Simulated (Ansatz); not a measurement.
**Run report: AlCl₃, geometry relaxation**

AlCl₃, computed with RKS PBE0-D4/def2-SVP (Ansatz 0.2.0).

Figures and captions count atoms from 1; the log counts them from 0 in places.

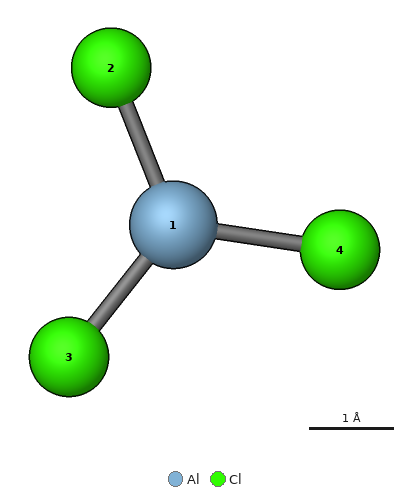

Figure 1. The starting structure (ball-and-stick view, seen on its broad side; atoms are numbered from 1 in the order of the input). Sticks mark near contacts.

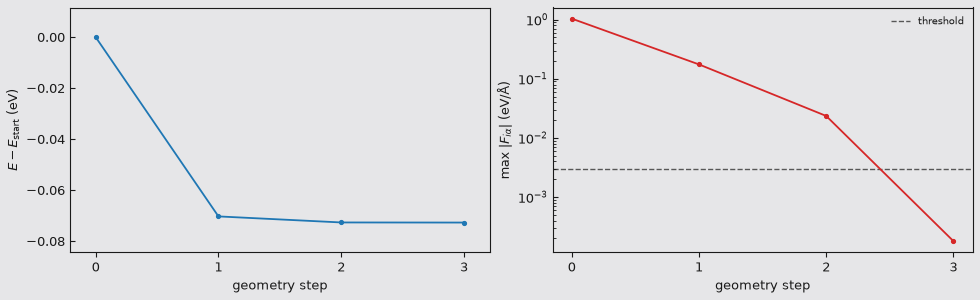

Figure 2. Progress of the relaxation, step by step (the first geometry is step 0 here and step 1 in the log).

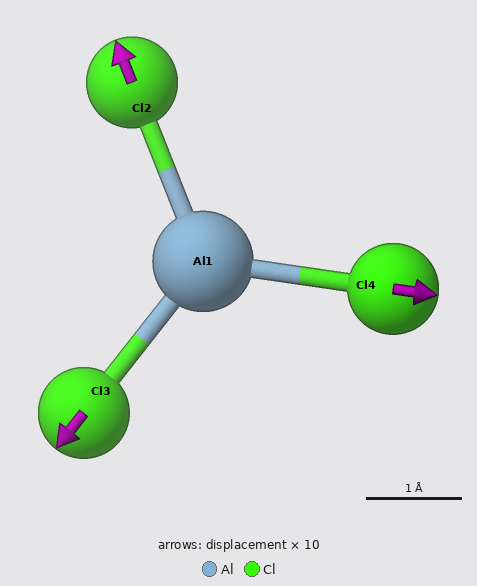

Figure 3. The starting structure with the displacements as pink arrows, magnified 10 times (ball-and-stick view, seen on its broad side). The two geometries are laid on each other by the best rigid fit. The largest moves after the best rigid fit, 0.048 Å, are those of Cl2, Cl3 and Cl4. Al stays in place. Among the contacts that change: Al1–Cl2 2.030 → 2.078 Å. The energy falls by 0.073 eV in 3 geometry steps. Largest force component: 1 eV/Å at the start, 0.00018 eV/Å at the end. (Atoms are counted from 1 in the order of the input.)

These pictures come from the run below.

## The input
```yaml
crystal:
  periodic: [false, false, false]
  atoms:
    - { symbol: Al, position_ang: [-9.0e-05, -0.00013, 0.00026] }
    - { symbol: Cl, position_ang: [2.02958, -0.02689, 0.01273] }
    - { symbol: Cl, position_ang: [-0.99125, 1.77126, -0.01696] }
    - { symbol: Cl, position_ang: [-1.03824, -1.74425, 0.00397] }
basis:
  gaussian: { orbitals: def2-SVP }
hamiltonian:
  xc: pbe0
  dispersion: d4
output:
  forces: true
relax:
  f_tol: 0.003
  max_steps: 120
```

Launch command:
```bash
ansatz run input.yaml --threads 1 --pin off --max-ram 2560MiB --backend cpu --events-out ev --progress --plain --runs-dir out
```

## Log
```
The last accepted step is kept in [file] (removed where the run ends without a failure and the disk answers)
Engine: ansatz 0.2.0, aarch64-unknown-linux-gnu
Functional definition: PBE0
  parameter a = 0.25
  parameter kappa = 0.804
  parameter beta = 0.06672455060314922
  exchange = (1 - a)*pbe_x(kappa = kappa, mu = beta*pi^2/3) + a*exact_x
  correlation = pbe_c(beta = beta)
682 factors; integrals over basis functions are off by at most 2.8e-4 eV
mean field evaluation 1: about -44140.6051 eV, gradient 1.7e1 eV
mean field evaluation 2: about -44140.6778 eV, gradient 1.6e1 eV
mean field evaluation 4: about -44141.3189 eV, gradient 2.6e-1 eV
mean field evaluation 8: about -44141.3199 eV, gradient 1.5e-3 eV
mean field -44141.31988434 eV, -1622.1635856883 hartree, gradient 7.8e-6 eV, S^2 0.000000; 0 other end points of the search recorded, 0 dependent functions left out
the calculation of the forces begins
reference -44141.31990824 eV, -1622.1635865667 hartree; 32, 32 occupied and 40, 40 virtual orbitals, 682 factors
relax step   1: F+E_penalty+E_count = -44141.44351079 eV  Δ(F+E_penalty+E_count) = +0.000e0 eV  max|allowed force component| = 1.040e0 eV/Å  Δτ_max = 0.0000 Å  (21 SCF iters, accepted)
these checks for a lower state are left out or cut short: starts, cluster_reference, orbital_swaps, neighbouring_geometries, increment
682 factors; integrals over basis functions are off by at most 3.3e-4 eV
mean field evaluation 16: about -44141.3933 eV, gradient 4.0e-2 eV
mean field -44141.39332591 eV, -1622.1662846163 hartree, gradient 1.2e-5 eV, S^2 0.000000; 0 other end points of the search recorded, 0 dependent functions left out
the calculation of the forces begins
reference -44141.39334995 eV, -1622.1662854997 hartree; 32, 32 occupied and 40, 40 virtual orbitals, 682 factors
relax step   2: F+E_penalty+E_count = -44141.51378510 eV  Δ(F+E_penalty+E_count) = -7.027e-2 eV  max|allowed force component| = 1.749e-1 eV/Å  Δτ_max = 0.0573 Å  (23 SCF iters, accepted)
these checks for a lower state are left out or cut short: starts, cluster_reference, orbital_swaps, neighbouring_geometries, increment
682 factors; integrals over basis functions are off by at most 3.3e-4 eV
mean field -44141.39525074 eV, -1622.1663553524 hartree, gradient 1.1e-5 eV, S^2 0.000000; 0 other end points of the search recorded, 0 dependent functions left out
the calculation of the forces begins
reference -44141.39527476 eV, -1622.1663562352 hartree; 32, 32 occupied and 40, 40 virtual orbitals, 682 factors
relax step   3: F+E_penalty+E_count = -44141.51615474 eV  Δ(F+E_penalty+E_count) = -2.370e-3 eV  max|allowed force component| = 2.353e-2 eV/Å  Δτ_max = 0.0080 Å  (23 SCF iters, accepted)
these checks for a lower state are left out or cut short: starts, cluster_reference, orbital_swaps, neighbouring_geometries, increment
682 factors; integrals over basis functions are off by at most 3.2e-4 eV
mean field -44141.39522629 eV, -1622.1663544539 hartree, gradient 2.4e-5 eV, S^2 0.000000; 0 other end points of the search recorded, 0 dependent functions left out
the calculation of the forces begins
reference -44141.39525031 eV, -1622.1663553366 hartree; 32, 32 occupied and 40, 40 virtual orbitals, 682 factors
relax step   4: F+E_penalty+E_count = -44141.51619747 eV  Δ(F+E_penalty+E_count) = -4.273e-5 eV  max|allowed force component| = 1.798e-4 eV/Å  Δτ_max = 0.0012 Å  (16 SCF iters, accepted)
682 factors; integrals over basis functions are off by at most 3.2e-4 eV
mean field evaluation 32: about -44141.3931 eV, gradient 2.3e-2 eV
mean field -44141.39522629 eV, -1622.1663544539 hartree, gradient 2.4e-5 eV, S^2 0.000000; 1 other end points of the search recorded, 0 dependent functions left out
the calculation of the forces begins
reference -44141.39525031 eV, -1622.1663553366 hartree; 32, 32 occupied and 40, 40 virtual orbitals, 682 factors
Total energy: -44141.51622149 eV, -1622.1708009453 hartree
Atom 0 at    -0.000046     0.000001     0.000000 Å, force     0.000015    -0.000003    -0.000001 eV/Å
Atom 1 at     2.077733    -0.027639     0.013121 Å, force    -0.000168     0.000016    -0.000001 eV/Å
Atom 2 at    -1.014848     1.813275    -0.017274 Å, force     0.000086    -0.000180     0.000002 eV/Å
Atom 3 at    -1.062838    -1.785646     0.004153 Å, force     0.000068     0.000167    -0.000000 eV/Å
Dipole moment:    -0.000072     0.000005    -0.000000 e Å
```

## Trajectory as extended XYZ (Å, eV, eV/Å), 4 frames, from step=1 to step=4
```
4
Properties=species:S:1:pos:R:3:forces:R:3 step=1 energy=-44141.44351
Al   -0.0001   -0.0001    0.0003    0.0018   0.0039  -0.0007
Cl    2.0296   -0.0269    0.0127    1.0403  -0.0141   0.0068
Cl   -0.9912    1.7713   -0.0170   -0.5081   0.9073  -0.0084
Cl   -1.0382   -1.7443    0.0040   -0.5340  -0.8970   0.0023
4
Properties=species:S:1:pos:R:3:forces:R:3 step=2 energy=-44141.51379
Al    0.0000    0.0000    0.0000    0.0000   0.0003   0.0001
Cl    2.0869   -0.0278    0.0132   -0.1749   0.0023  -0.0011
Cl   -1.0193    1.8212   -0.0173    0.0855  -0.1526   0.0014
Cl   -1.0675   -1.7935    0.0042    0.0894   0.1500  -0.0004
4
Properties=species:S:1:pos:R:3:forces:R:3 step=3 energy=-44141.51615
Al    0.0000    0.0000    0.0000    0.0000   0.0001   0.0000
Cl    2.0789   -0.0276    0.0131   -0.0235   0.0003  -0.0001
Cl   -1.0154    1.8143   -0.0173    0.0115  -0.0206   0.0002
Cl   -1.0635   -1.7867    0.0042    0.0120   0.0202   0.0000
4
Properties=species:S:1:pos:R:3:forces:R:3 step=4 energy=-44141.51620
Al    0.0000    0.0000    0.0000    0.0000   0.0000   0.0000
Cl    2.0777   -0.0276    0.0131   -0.0002   0.0000   0.0000
Cl   -1.0148    1.8133   -0.0173    0.0001  -0.0002   0.0000
Cl   -1.0628   -1.7856    0.0042    0.0001   0.0002   0.0000
```

## Summary

- outcome: converged
- total energy: −44141.5162 eV
- mean-field energy: −44141.3953 eV
- largest force (length of the vector) at the end: under 0.001 eV/Å
- hardware: 1 thread of Arm Neoverse V1, 24 GiB of memory available, shared host
- wall time: 9.9 s
- peak memory: 0.14 GiB
